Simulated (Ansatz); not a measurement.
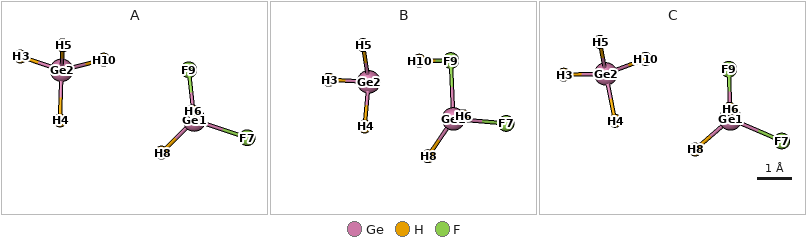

3 geometries from a converged minimum-energy path of Ge2H6F2, shuffled. A ball-and-stick model, seen at a tilt.

All numbers below come from Ansatz 0.2.0, RKS BHLYP/def2-SVP. Run with 7 movable images; climbing image; force threshold 0.05 eV/Å; iteration limit 60; starting path through a guess of the saddle point.

Question: Which of them lies highest in energy?

Answer: B. In order along the path, whose images run from 0 to 8: B (image 4, +2.34 eV), C (image 6, −0.15 eV), A (image 8, −0.15 eV). Breaking: F9–H10 (0.93 → 1.06 at the top → 2.83 Å), Ge1–Ge2 (2.43 → 2.85 at the top → 4.41 Å). Forming: Ge1–F9 (3.17 → 2.00 at the top → 1.72 Å), Ge2–H10 (3.25 → 1.99 at the top → 1.53 Å).

Cost: 8.1 min on 4 threads of Intel(R) Xeon(R) 6975P-C (Granite Rapids) (shared host), peak memory 0.36 GiB.
